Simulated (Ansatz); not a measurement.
Abstraction of H: BH(CH3)2 + CH2Br → BH(CH2)(CH3) + CH3Br

Species: BH(CH3)2, singlet; CH2Br `[CH2]Br`, doublet; BH(CH2)(CH3), doublet; CH3Br (bromomethane) `CBr`, singlet. A radical takes H: the energy is the difference in strength between two C–H bonds in different surroundings.

Shapes, held fixed at every level: PBE0-D4/def2-TZVP. Flexible molecules stand in one conformer, not always the lowest. Programs: Ansatz 0.2.0. The zero-point and thermal change to 298 K, harmonic and unscaled (PBE0-D4/def2-TZVP), is +5.3 kJ/mol.

```tsv
level	kind	ΔH(298 K) (kJ/mol)	less CCSD(T)/def2-TZVPP
r2SCAN-D4/def2-TZVPP	meta-GGA	-15.7	+6.2
BHLYP-D4/def2-TZVPP	global hybrid	-25.1	-3.2
wB97M-V/def2-TZVPP	range-separated hybrid	-22.3	-0.4
wB97X-V/def2-TZVPP	range-separated hybrid	-20.0	+1.9
B2PLYP/def2-TZVPP	double hybrid	-21.7	+0.2
CCSD(T)/def2-SVP	coupled cluster or CI	-22.1	-0.2
CCSD(T)/def2-TZVPP	coupled cluster or CI	-21.9	0.0
```

The highest level, CCSD(T)/def2-TZVPP, gives ΔH(298 K) = -21.9 kJ/mol; the levels span -25.1 to -15.7. The column of differences is taken from that level and isn't an error. No measured value is set beside it here. Open shells run unrestricted unless RO is named. Relativity is left out for Br unless named. Correlated rows may include outer-core shells of Br, which these sets cover unevenly.

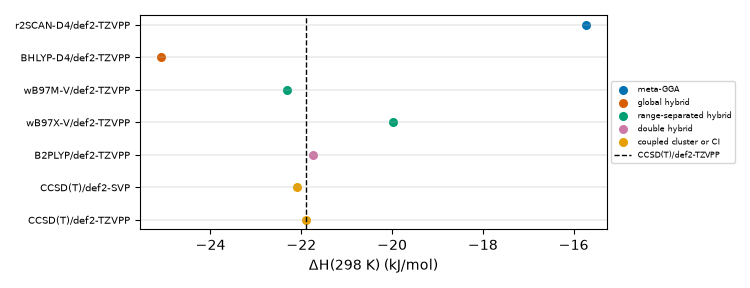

The values of the table, level by level.
